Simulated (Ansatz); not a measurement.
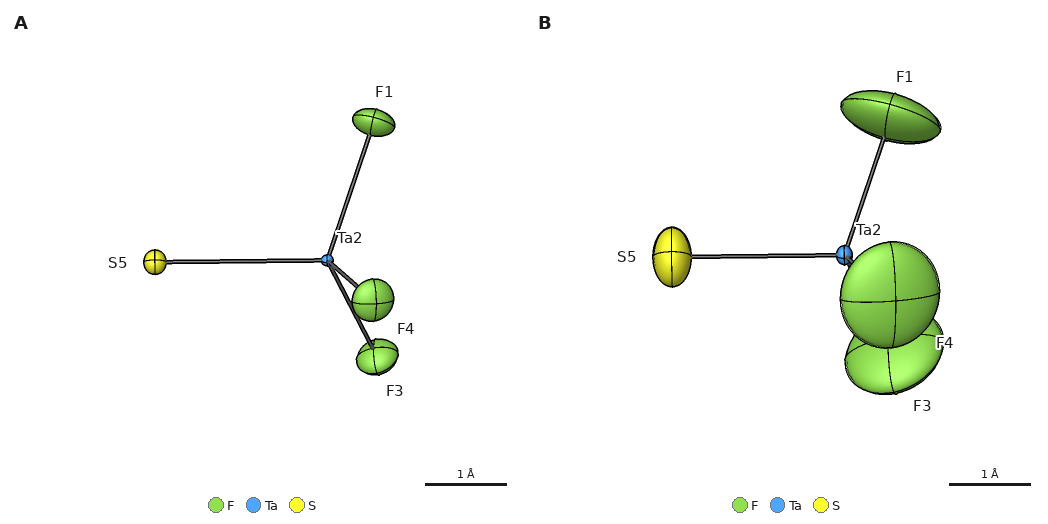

Displacement ellipsoids at the 50 % level, scaled by 3, from the internal vibrations of the free molecule (harmonic, no overall translation or rotation; no half-axis is drawn under 0.075 Å). Charge 0, singlet. Vibrations computed with RKS PBE0-D4/def2-TZVP, core potentials on Ta (Ansatz 0.2.0). One panel is for 100 K, the other for 900 K.

### Which panel is for 900 K?

B.

### How much does the mean-square displacement of F1 grow, and why?

U_eq goes from 0.0027 to 0.0147 Å², a factor of 5.4. Modes below kT (626 cm⁻¹ at 900 K) grow about in proportion to T, and the lowest lies at 168 cm⁻¹; the mean-square amplitude of a mode is its zero-point value times coth(ħω/2kT), which comes close to 1 only above about 3kT.
